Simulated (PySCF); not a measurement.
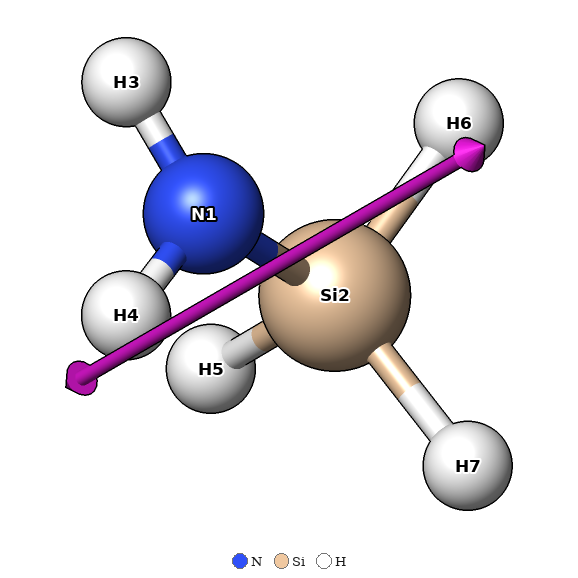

The double arrow shows the direction of the transition dipole to excited singlet state 1 (its length means nothing). The computed structure is the end point of a PBE0-D3(BJ)/def2-SVP optimisation. No frequency run is at hand to confirm it as a minimum. Properties computed with TDDFT CAM-B3LYP/def2-SVPD, vertical, gas phase, core orbitals frozen in the response (PySCF 2.14.0).

Give its energy, strength and character.

6.30 eV (197 nm), oscillator strength 0.018, mainly HOMO → LUMO (weight 0.95); transition dipole 0.86 D.
